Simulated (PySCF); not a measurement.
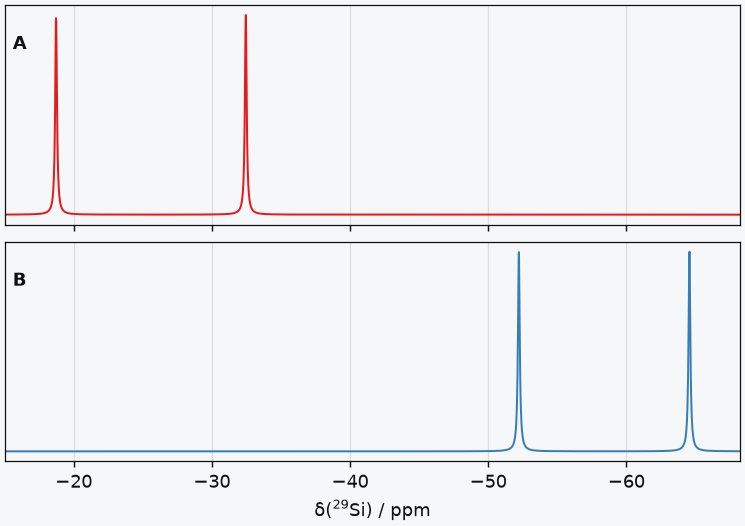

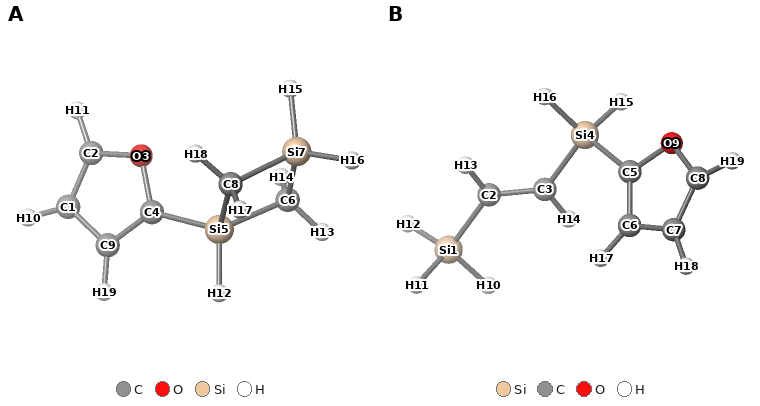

Related molecules: A is C₆H₁₀OSi₂, SMILES c1coc([SiH]2C[SiH2]C2)c1; B is C₆H₁₀OSi₂, SMILES [SiH3]/C=C/[SiH2]c1ccco1. GIAO ²⁹Si shifts against TMS, PBE0/pcSseg-1 with PySCF, at a PBE0-D3(BJ)/def2-SVP geometry (no frequency check); fully decoupled, line heights follow the number of nuclei within a panel, widths are arbitrary (no quadrupolar broadening); values of one conformer, averaged over nuclei that symmetry or rotation about single bonds exchange, these motions taken as fast; other conformers aren't averaged in.

Assign the ²⁹Si signals of each molecule.

Answer. A: −18.7 (Si5); −32.5 (Si7)
B: −52.2 (Si4); −64.6 (Si1)
